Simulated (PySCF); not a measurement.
# C₆H₉Si₂ radical: geometry, EPR parameters

Wanted: the EPR parameters of C₆H₉Si₂ radical (`[SiH2]c1ccc([SiH3])cc1`), by calculation.

Programs: PySCF 2.14.0, with density-fitted response routines of our own. Each step states its level of theory. These are calculated values for one molecule in the gas phase, unless marked as measured. Atoms are numbered from 0 throughout.

## Step 1: Starting geometry

17 atoms, charge 0, multiplicity 2; geometry from: GFN2-xTB.

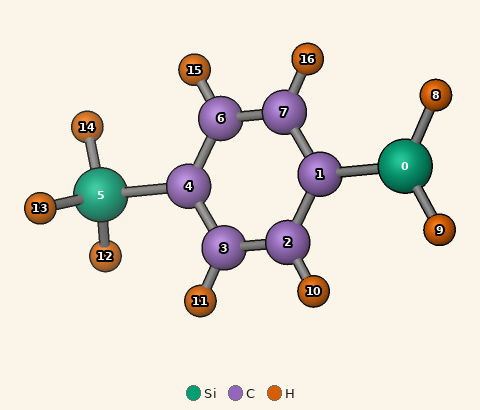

The starting geometry (silicon teal, carbon purple, hydrogen orange), atoms numbered.

## Step 2: Relaxing the molecule at PBE0-D3(BJ)/def2-SVP

Job settings and geometry (Å):

```
{"job": {"xc": "PBE0", "basis": "def2-SVP", "d3": "d3bj", "grid": 1, "kind": "geom"}, "charge": 0, "multiplicity": 2}
Si    -3.438520    -0.276080    -0.167250
C     -1.615860    -0.128770    -0.083360
C     -0.925280     0.898810    -0.754210
C      0.443580     0.994180    -0.688420
C      1.210920     0.080630     0.041380
Si     3.076790     0.250630     0.143740
C      0.526730    -0.940550     0.706680
C     -0.841650    -1.048100     0.649500
H     -4.128380    -1.314190     0.571890
H     -4.231140     0.712070    -0.870050
H     -1.485330     1.624920    -1.328850
H      0.947130     1.796040    -1.212850
H      3.617070     0.573050    -1.181450
H      3.430660     1.329340     1.075610
H      3.644990    -1.013620     0.618710
H      1.091630    -1.662480     1.281760
H     -1.337340    -1.851810     1.177370
```

Output:

```text
step   0  E = -812.11735445  max force = 0.012481
step   1  E = -812.12030882  max force = 0.005198
step   2  E = -812.12112818  max force = 0.007002
step   3  E = -812.12285004  max force = 0.010658
step   4  E = -812.11845038  max force = 0.018283
step   5  E = -812.12388584  max force = 0.012583
step   6  E = -812.12496391  max force = 0.008293
step   7  E = -812.12602520  max force = 0.004722
step   8  E = -812.12608049  max force = 0.003723
step   9  E = -812.12621804  max force = 0.000868
step  10  E = -812.12621814  max force = 0.001198
step  11  E = -812.12622922  max force = 0.000443
optimisation converged
```

Wall time 3.4 min (1 thread, shared host).

The steps of the relaxation: (the energy doesn't fall at every step)

```tsv
step	energy from step 0 (eV)	largest force component (eV/Å)
0	0.0000	0.6418
1	-0.0804	0.2673
2	-0.1027	0.3601
3	-0.1495	0.5481
4	-0.0298	0.9402
5	-0.1777	0.6470
6	-0.2071	0.4264
7	-0.2359	0.2428
8	-0.2374	0.1914
9	-0.2412	0.0446
10	-0.2412	0.0616
11	-0.2415	0.0228
```

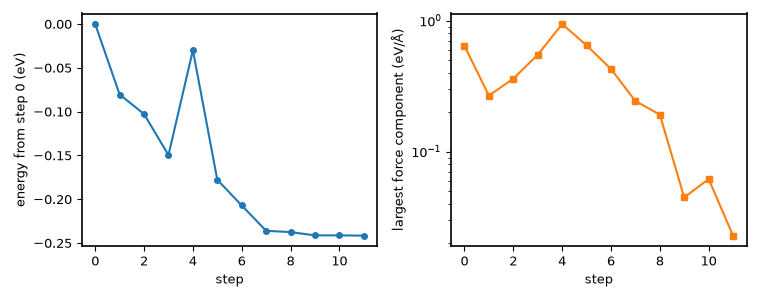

Energy and largest force along the relaxation.

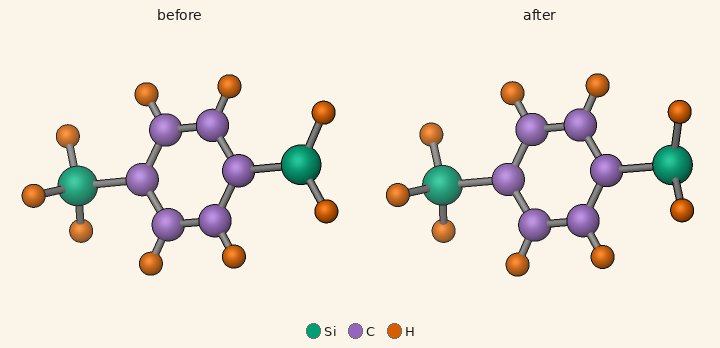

Before and after, at one scale.

Distances of close pairs at the start and the end, largest changes first:

```tsv
bond	before (Å)	after (Å)	change (Å)
Si0–H9	1.449	1.494	+0.046
Si0–H8	1.449	1.494	+0.045
Si0–C1	1.831	1.861	+0.030
Si5–H14	1.465	1.493	+0.028
Si5–H12	1.467	1.494	+0.027
Si5–H13	1.469	1.496	+0.027
C6–C7	1.374	1.391	+0.018
C2–C3	1.374	1.390	+0.016
```

The final coordinates are the input of the step that follows.

```tsv
at the end point	value
point group (found at 0.08 Å tolerance)	C1
rotational constants (GHz, main isotopes)	5.150, 0.664, 0.594
dipole moment (D)	0.03
⟨S²⟩	0.758
```

## Step 3: g tensor and hyperfine couplings: B3LYP/IGLO-III+pcH-1

Job settings and geometry (Å):

```
{"job": {"kind": "epr"}, "charge": 0, "multiplicity": 2}
Si    -3.461224    -0.409844    -0.351700
C     -1.622311    -0.193350    -0.166739
C     -0.946402     0.849832    -0.826449
C      0.433890     0.982094    -0.727588
C      1.197914     0.077949     0.027854
Si     3.059517     0.277867     0.186421
C      0.524317    -0.967073     0.678350
C     -0.857031    -1.104223     0.582915
H     -4.061911    -1.131505     0.810871
H     -4.150992     0.886376    -0.629158
H     -1.509436     1.573144    -1.423535
H      0.924122     1.807518    -1.252579
H      3.658910     0.620612    -1.138792
H      3.403954     1.374866     1.143113
H      3.652159    -0.996637     0.691148
H      1.088390    -1.692225     1.271949
H     -1.347865    -1.931331     1.104120
```

With the program's defaults for keys left out, this is: UKS B3LYP, IGLO-III on C Si, pcH-1 on H, non-relativistic, mean-field spin-orbit, GIAO.

Output:

```text
UKS, coarse grid
  cycle   1  E = -813.06485120  |g| = 3.47e-01
  cycle   2  E = -812.97468124  |g| = 5.12e-01
  cycle   3  E = -813.12887878  |g| = 5.66e-02
  cycle   4  E = -813.13034818  |g| = 3.27e-02
  cycle   5  E = -813.13079473  |g| = 1.87e-02
  cycle   6  E = -813.13099944  |g| = 3.66e-03
  cycle   7  E = -813.13100890  |g| = 2.09e-03
  cycle   8  E = -813.13101261  |g| = 4.38e-04
UKS, final grid
  cycle   1  E = -813.13097917  |g| = 4.62e-04
  cycle   2  E = -813.13097905  |g| = 7.45e-04
  cycle   3  E = -813.13097934  |g| = 1.38e-04
  cycle   4  E = -813.13097936  |g| = 8.52e-05
  cycle   5  E = -813.13097938  |g| = 5.74e-05
  cycle   6  E = -813.13097939  |g| = 1.41e-05
E = -813.13097939 Eh   <S^2> = 0.7557 (exact 0.7500)
g shifts (ppm)      1          2          3
  rmc          -131       -131       -131
  gc             25         46         35
  oz_so        -103       1011       1833
  total        -208        926       1738
hyperfine (MHz)  atom isotope    a_iso     a_fc   dipolar eigenvalues
    0  29Si    -446.14    -447.38   -159.99     79.72     80.27
    1   13C       9.40       9.39     -8.55      0.76      7.79
    2   13C       7.12       7.14     -6.15     -5.47     11.61
    3   13C      -5.83      -5.83     -5.53      2.29      3.24
    4   13C       7.37       7.39     -6.68     -5.80     12.48
    5  29Si       4.71       4.72     -0.18     -0.03      0.21
    6   13C      -5.84      -5.85     -5.48      2.25      3.24
    7   13C       7.38       7.40     -6.37     -5.68     12.05
    8    1H      38.45      38.43     -9.01      0.88      8.12
    9    1H      38.28      38.26     -9.01      0.89      8.13
   10    1H      -4.27      -4.28     -2.08     -0.11      2.19
   11    1H       2.52       2.52     -1.05     -0.38      1.44
   12    1H       3.19       3.19     -0.41     -0.30      0.70
   13    1H       7.61       7.61     -0.43     -0.26      0.70
   14    1H       0.41       0.41     -0.39     -0.33      0.72
   15    1H       2.52       2.52     -1.06     -0.37      1.43
   16    1H      -4.41      -4.42     -2.09     -0.16      2.25
```

Wall time 1.9 min (1 thread, shared host).

Principal g values 2.00211, 2.00325, 2.00406; g(iso) = 2.00314, against 2.00232 for a free electron.

Mean a(iso) over the nuclei that a row names, and the largest dipolar term of the row (other rows stand at the frozen geometry):

```tsv
nuclei	isotope	a(iso) (MHz)	a(iso) (G, at g = 2.0023)	largest dipolar term (MHz)
Si0	29Si	-446.1	-159.2	-160.0
H8, H9	1H	38.4	13.7	-9.0
C1	13C	9.4	3.4	-8.6
C4	13C	7.4	2.6	12.5
C2, C7	13C	7.3	2.6	12.1
C3, C6	13C	-5.8	-2.1	-5.5
Si5	29Si	4.7	1.7	0.2
H10, H16	1H	-4.3	-1.6	2.2
H12, H13, H14	1H	3.7	1.3	0.7
H11, H15	1H	2.5	0.9	1.4
```

Mulliken spin populations:

Si0 0.92; C1 -0.08; C2 0.07; C3 -0.05; C4 0.09; Si5 0.00; C6 -0.05; C7 0.07; H8 0.01; H9 0.01; H10 0.00; H11 0.00; H12 0.00; H13 0.00; H14 0.00; H15 0.00; H16 0.00

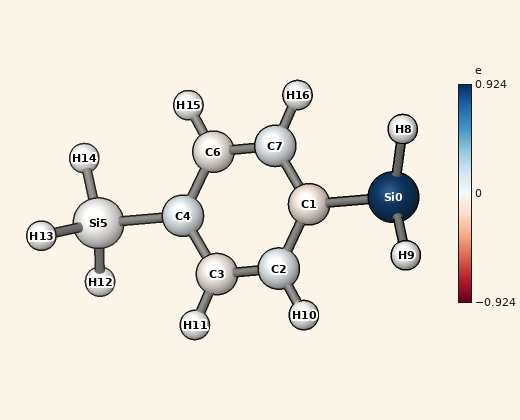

Mulliken spin populations, as colours on the atoms.

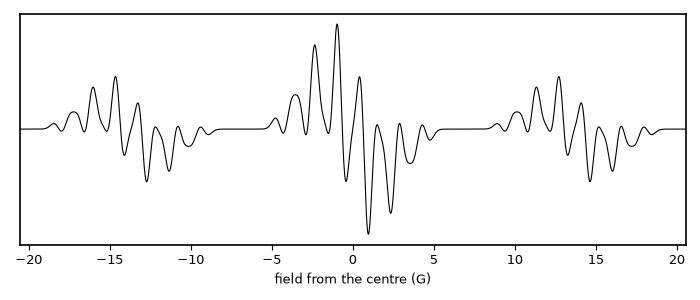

First-order isotropic spectrum (first derivative, main isotopes with spin only, couplings over 0.8 MHz, Gaussian width 0.3 G; couplings of the frozen geometry, rotation of groups not averaged beyond the rows shown).

## Step 4: Results

| quantity | value |
| --- | --- |
| point group | C1 |
| rotational constants (main isotopes) | 5.15, 0.66, 0.59 GHz |
| g(iso) (B3LYP) | 2.00314 |
| ⟨S²⟩ | 0.756 (exact 0.75) |
| largest a(iso) (averaged by class) | 29Si on Si0, -446.1 MHz |

The optimisation took 11 steps and gained 0.241 eV; among the close pairs (by a distance rule), Si0–H9 changed most, from 1.449 to 1.494 Å. No frequency check was run at this level, so the end point may be a saddle. Most of the unpaired spin sits on Si0 (0.92 e). The isotropic g lies 0.8 ppt above the free-electron value.
